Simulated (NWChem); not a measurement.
# SiH4S (SMILES [H][Si]([H])([H])S): RPBE/3-21G

What is the vertical singlet–triplet gap of SiH4S at RPBE/3-21G? 

Program for the calculation: NWChem 7.3.0.

1 further run of the same task is left out (set aside as unsound or not needed).

### Step 1. Starting point

SiH4S has 6 atoms, charge 0, and is taken as a singlet. SMILES: `[H][Si]([H])([H])S`. The shape is that of a GFN2-xTB optimisation.

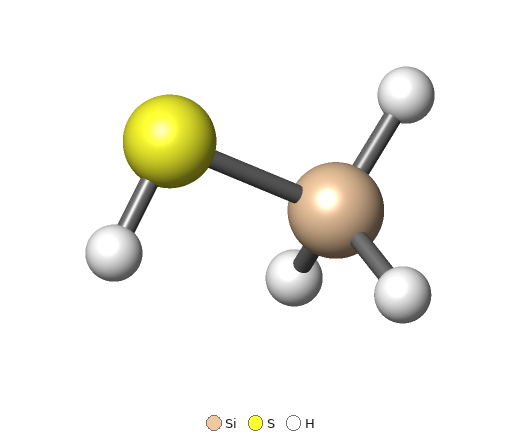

The structure, seen from a chosen angle (silicon light orange, sulfur yellow, hydrogen white).

### Step 2. The charge distribution at RPBE/3-21G

File h4ssi.nw:

```
start h4ssi
title "H4SSi"
memory total 2200 mb

geometry units bohr noautosym nocenter noautoz
  Si  0.38023179 -0.02747662 -1.02910705
  S   0.47946131  0.03745437  3.02633970
  H  -1.99708147  0.11321349  3.39251193
  H   3.03491905 -0.03909843 -1.71955629
  H  -0.95096688  2.23101066 -1.87113122
  H  -0.94656382 -2.31510348 -1.79905707
end

basis spherical
  * library 3-21G
end

dft
  xc rpbe cpbe96
  grid coarse
  convergence energy 1e-07
  mulliken
end

property
  dipole
  mulliken
end

task dft property
```

Run with:

```
$ nwchem h4ssi.nw > h4ssi.out
```

What it wrote:

```text
[...]
          Wavefunction type:  closed shell.
          No. of atoms     :     6
          No. of electrons :    34
[...]
          Charge           :     0
          Spin multiplicity:     1
[...]
          AO basis - number of functions:    34
[...]
              XC Information
              --------------
                          RPBE Exchange Functional  1.000
            Perdew 1991 LDA Correlation Functional  1.000 local
           PerdewBurkeErnz. Correlation Functional  1.000 non-local
[...]
 d= 0,ls=0.0,diis     1   -686.4438726331 -7.76D+02  3.19D-02  2.95D-01     0.6
[...]
 d= 0,ls=0.0,diis     9   -686.4845154805 -1.67D-08  1.78D-06  2.06D-09     2.8
         Total DFT energy =     -686.484515480483
      One electron energy =    -1127.510223740655
           Coulomb energy =      399.431192861952
    Exchange-Corr. energy =      -47.932988715292
 Nuclear repulsion energy =       89.527504113512
[...]
      Total Density - Mulliken Population Analysis
     ---------------------------------------------
    Atom       Charge   Shell Charges
 -----------   ------   -------------------------------------------------------
    1 Si  14    13.53   2.00  1.97  5.85  0.77  1.75  0.57  0.63
    2 S   16    16.37   2.00  1.96  5.87  1.03  2.52  1.00  1.99
    3 H    1     0.90   0.46  0.44
    4 H    1     1.06   0.45  0.61
    5 H    1     1.07   0.45  0.62
    6 H    1     1.07   0.45  0.62
[...]
   Dipole moment        2.1225696981 Debye(s)
             DMX       -1.2495926604 DMXEFC        0.0000000000
             DMY        0.0114284731 DMYEFC        0.0000000000
             DMZ       -1.7157184199 DMZEFC        0.0000000000
   -EFC- dipole         0.0000000000 DEBYE(S)
   Total dipole         2.1225696981 DEBYE(S)
[...]
```

Run time: 3.3 s. Hardware: 1 thread of Intel Xeon Platinum 8488C (Sapphire Rapids), shared host; peak memory 0.11 GiB.

Atomic charges (e):

```
atom  Mulliken  Löwdin
 Si1    +0.467  +0.340
  S2    -0.372  -0.240
  H3    +0.101  +0.080
  H4    -0.057  -0.050
  H5    -0.070  -0.070
  H6    -0.070  -0.070
```

### Step 3. The triplet, same level

File mymol.nw:

```
start mymol
title "H4SSi RPBE"
memory stack 880 mb heap 220 mb global 1100 mb
charge 0

geometry noautosym nocenter noautoz
 Si     0.201210    -0.014540    -0.544580
 S      0.253720     0.019820     1.601470
 H     -1.056810     0.059910     1.795240
 H      1.606010    -0.020690    -0.909950
 H     -0.503230     1.180600    -0.990160
 H     -0.500900    -1.225100    -0.952020
end

basis spherical
 * library 3-21G
end

dft
 xc rpbe cpbe96
 mult 3
 grid coarse
 convergence energy 1e-07
 iterations 150
 mulliken
end

property
 dipole
 mulliken
end

task dft property
```

Run with:

```
$ nwchem mymol.nw > mymol.out
```

What it wrote:

```text
[...]
          Wavefunction type:  spin polarized.
          No. of atoms     :     6
          No. of electrons :    34
[...]
          Charge           :     0
          Spin multiplicity:     3
[...]
          AO basis - number of functions:    34
[...]
              XC Information
              --------------
                          RPBE Exchange Functional  1.000
            Perdew 1991 LDA Correlation Functional  1.000 local
           PerdewBurkeErnz. Correlation Functional  1.000 non-local
[...]
 d= 0,ls=0.0,diis     1   -686.2322415345 -7.76D+02  1.43D-01  7.64D-02     0.6
[...]
 d= 0,ls=0.0,diis    12   -686.2767892478 -3.57D-08  1.71D-06  1.30D-10     5.6
[...]
         Total DFT energy =     -686.276789247757
      One electron energy =    -1126.521360060206
           Coulomb energy =      398.601769396356
    Exchange-Corr. energy =      -47.884709171056
 Nuclear repulsion energy =       89.527510587149
[...]
      Total Density - Mulliken Population Analysis
     ---------------------------------------------
    Atom       Charge   Shell Charges
 -----------   ------   -------------------------------------------------------
    1 Si  14    14.18   2.00  1.97  5.85  0.73  1.75  0.64  1.24
    2 S   16    15.84   2.00  1.96  5.87  1.09  2.43  0.80  1.68
    3 H    1     0.98   0.45  0.53
    4 H    1     1.01   0.44  0.58
    5 H    1     1.00   0.43  0.57
    6 H    1     1.00   0.43  0.57
[...]
      <S2> =      2.0013 (Exact =     2.0000)
[...]
   Dipole moment        2.1648028681 Debye(s)
             DMX       -0.9982716081 DMXEFC        0.0000000000
             DMY        0.0491416983 DMYEFC        0.0000000000
             DMZ        1.9202630933 DMZEFC        0.0000000000
   -EFC- dipole         0.0000000000 DEBYE(S)
   Total dipole         2.1648028681 DEBYE(S)
[...]
```

Run time: 6.3 s. Hardware: 1 thread of Intel Xeon Platinum 8488C (Sapphire Rapids), shared host; peak memory 0.11 GiB.

Atomic charges (e):

```
atom  Mulliken  Löwdin
 Si1    -0.180  -0.090
  S2    +0.164  +0.080
  H3    +0.024  +0.050
  H4    -0.014  -0.040
  H5    +0.002  +0.000
  H6    +0.003  +0.000
```

### Step 4. What came out

Level: RPBE/3-21G.

```
                                        quantity          value
                           singlet: total energy  -686.48452 Eh
                          singlet: dipole moment         2.12 D
                            singlet: HOMO energy       -6.01 eV
                            singlet: LUMO energy       -0.61 eV
                          singlet: HOMO–LUMO gap        5.40 eV
                           triplet: total energy  -686.27679 Eh
                          triplet: dipole moment         2.16 D
     triplet: HOMO energy (highest over α and β)       -1.22 eV
                                   triplet: ⟨S²⟩          2.001
vertical energy of the triplet above the singlet       5.653 eV
```

What this shows: At this shape the triplet lies 5.65 eV (130 kcal/mol) above the singlet.
